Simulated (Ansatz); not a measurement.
```yaml
atoms:
  - { symbol: C, position_ang: [-0.1124, 0.8079, 1.1654] }
  - { symbol: C, position_ang: [1.2528, 1.0223, 1.2894] }
  - { symbol: C, position_ang: [2.2377, 0.6052, 2.1732] }
  - { symbol: F, position_ang: [1.7609, 1.8659, 0.2744] }
  - { symbol: H, position_ang: [-0.6157, 0.1783, 1.9038] }
  - { symbol: H, position_ang: [-0.7148, 1.4974, 0.5685] }
  - { symbol: H, position_ang: [3.2881, 0.6602, 1.8760] }
  - { symbol: H, position_ang: [1.9606, -0.0606, 2.9946] }
```

Geometry: r2SCAN-D4/def2-SVPD; the highest occupied orbital lies above zero, a sign that basis and functional describe the outermost electron poorly.

Computed with isolated molecule in a Gaussian basis; Kohn-Sham density functional theory, functional PBE0 (Ansatz 0.2.0).

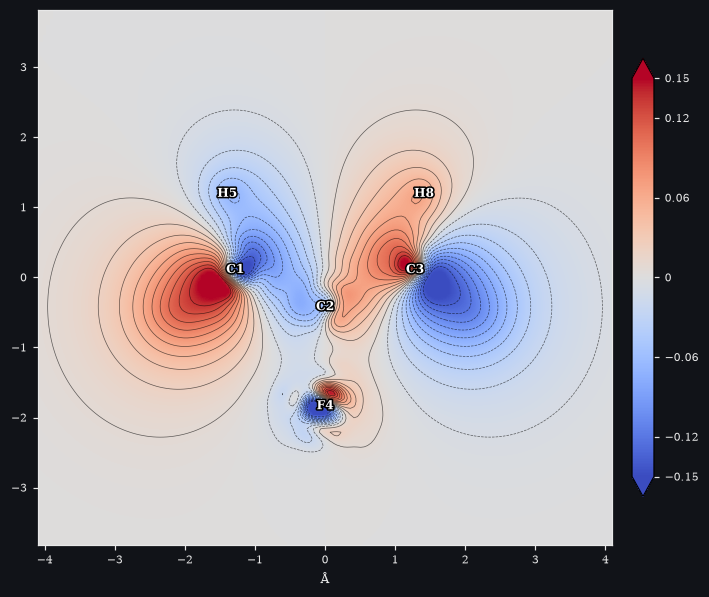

C₃H₄F (SMILES C=C([CH2-])F) (charge −1). The HOMO−1 on the plane of atoms C1, C2 and F4 (values in Å⁻³ᐟ²; the overall sign is arbitrary).

### Where does this orbital lie, and at what energy?

Its weight (Hirshfeld) is mainly on C2 (about 30 %), C1 (about 25 %), C3 (about 25 %) and F4 (about 15 %). Its energy is −2.20 eV.
